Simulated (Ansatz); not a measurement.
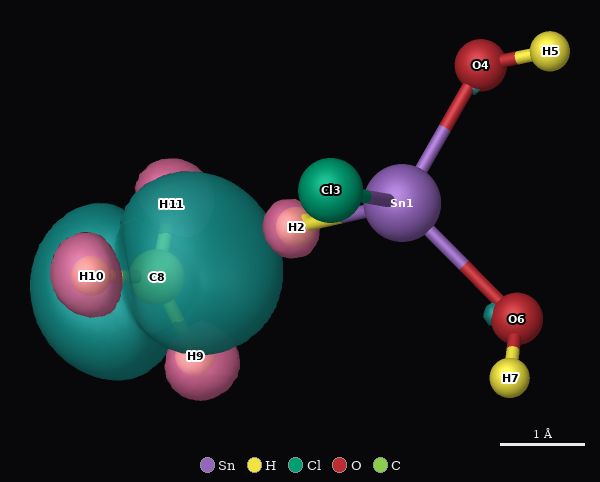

ClH3O2Sn···CH3 (doublet). Isosurfaces of the spin density at +0.02 (teal) and −0.02 e/Å³ (pink), seen at an oblique angle.

Core potentials replace the inner electrons of Sn; not at a stationary point (largest force 0.8 eV/Å).

Method: UHF/def2-SVP (Ansatz).

```csv
atom,x (Å),y (Å),z (Å)
Sn,-0.2555,-0.0079,0.0585
H,-0.0920,0.1091,1.7704
Cl,1.8502,-0.2262,-0.9620
O,-1.1420,1.5630,-0.6559
H,-1.4525,1.5327,-1.5489
O,-1.2986,-1.5304,-0.5674
H,-0.8536,-2.3368,-0.7853
C,0.0991,0.0501,4.0827
H,-0.4743,-0.8600,4.1922
H,1.1791,0.0028,4.0638
H,-0.3923,1.0071,4.1902
```

**Describe the spin distribution.**

The unpaired spin (1 electron) lies mostly on C8 (about 0.8), in electrons by Hirshfeld's partition.
